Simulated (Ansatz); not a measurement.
## Electronic structure of CH2AlClSi in real space

```yaml
atoms:
  - { symbol: C, position_ang: [1.6523, -0.0956, 0.2198] }
  - { symbol: Al, position_ang: [0.8355, 0.4716, -1.4136] }
  - { symbol: Cl, position_ang: [1.4560, 2.4121, -2.0598] }
  - { symbol: Si, position_ang: [2.6950, 1.1570, 0.7375] }
  - { symbol: H, position_ang: [1.3653, -1.0885, 0.5929] }
  - { symbol: H, position_ang: [-0.2080, -0.3084, -2.3034] }
```

Geometry: r2SCAN-D4/def2-SVP.

These are results of isolated molecule in a Gaussian basis; Kohn-Sham density functional theory, functional PBE0 (Ansatz), not measurements.

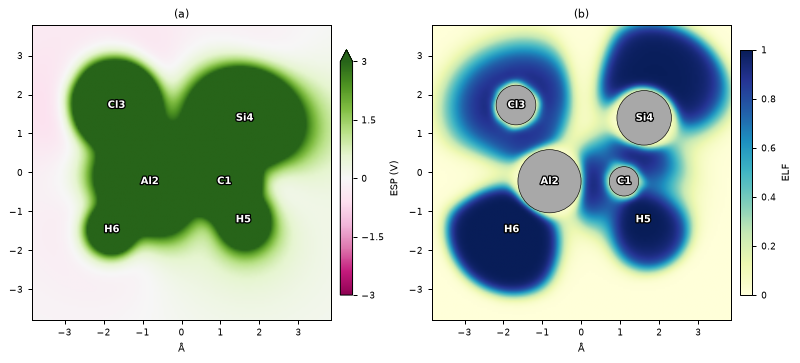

Figure 1. (a) electrostatic potential; (b) electron localisation function on the molecular plane. Grey discs cover the atomic cores in the ELF map.

### Interpret the plot.

Atoms in the plane: C, Al, Cl, Si and H. C–Si (1.71 Å): the ELF peaks at about 0.90 between the atoms; localised, covalent bonding. C–Al (1.91 Å): the ELF peaks at about 0.90 between the atoms (a polar covalent bond). Al–Cl (2.14 Å): the ELF peaks at about 0.85 in the valence shell of Cl, 0.9 Å from its nucleus, and is about 0.80 at the midpoint. C–H (1.10 Å): the ELF climbs to about 1 towards the hydrogen, as it does in any bond to H; a covalent bond by its length. Al–H (1.58 Å): the ELF climbs to about 1 towards the hydrogen. The ELF also peaks beside Cl3 and Si4, away from the bonds: lone-pair regions. Outside the dense part of the molecule the potential is most negative (−0.5 V) near Cl3.

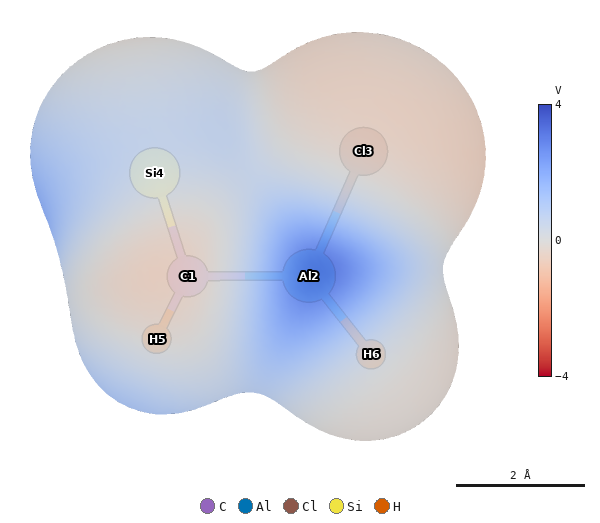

Figure 2. The molecular electrostatic potential painted on the density surface at 0.002 e/bohr³, seen across its widest extent; the colour scale runs from red (negative) to blue (positive).

### Where is the surface potential most negative and most positive?

The most negative region (about −0.5 V) lies over C1 and Cl3, the most positive (about +3.0 V) over Al2.

### How polar is the molecule by this calculation?

Its dipole moment is 1.82 D.

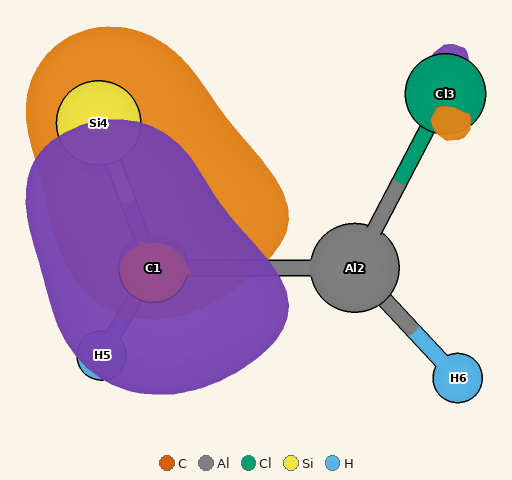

Figure 3. The HOMO at ±0.15 Å⁻³ᐟ² (orange and purple are the two phases), seen at a tilt.

### What is the character of this orbital?

It lies mainly on C1 (about 45 %), Si4 (about 35 %) and Al2 (about 10 %); it changes sign across the molecular plane (π type); π-bonding across C1–Si4. Its energy is −7.20 eV.
